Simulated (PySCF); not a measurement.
(HMg-mu-Br)2 (Br2H2Mg2).

Computed with PySCF, B3LYP/def2-SVPD, geometry: GFN2-xTB. This is a single-reference result, which may miss multireference character in this system. No frequency check shows the geometry to be a minimum. GFN2-xTB bond lengths at metals and heavier atoms can be off by up to 0.1 Å and shapes distorted, which carries into these values.

Coordinates in Å:

```
Mg1      0.0027    1.7905   -0.0062
H2       0.0045    3.3504   -0.0261
Br3      1.7864   -0.0012    0.0029
Mg4     -0.0027   -1.7905   -0.0062
H5      -0.0045   -3.3504   -0.0261
Br6     -1.7864    0.0012    0.0029
```

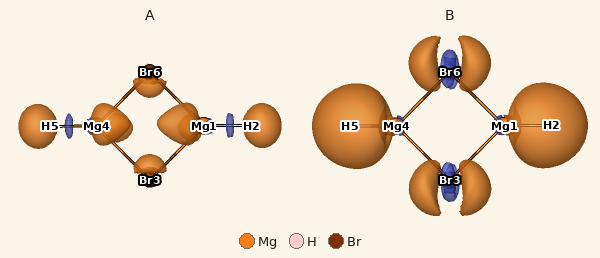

The two Fukui functions at ±0.008 e/Å³ (orange positive, blue negative).

Q: Which panel is f⁻ (electron removed) and which f⁺ (electron added)?

A: A is f⁺, B is f⁻. f⁻ (Hirshfeld-condensed) is largest on H2 and H5 (0.21 each) and Mg1 and Mg4 (0.18 each); the vertical ionisation energy is 9.70 eV (the stability of the cation's solution wasn't checked). f⁺ (Hirshfeld-condensed) is largest on Mg1 and Mg4 (0.27 each) and Br3 and Br6 (0.19 each); the vertical electron affinity is −0.20 eV (the stability of the anion's solution wasn't checked; negative: at this level and geometry the extra electron isn't bound, and the finite basis holds it).

Q: What chemical potential and hardness follow from the two energies?

A: μ = −(I + A)/2 = −4.75 eV and η = I − A = 9.89 eV.
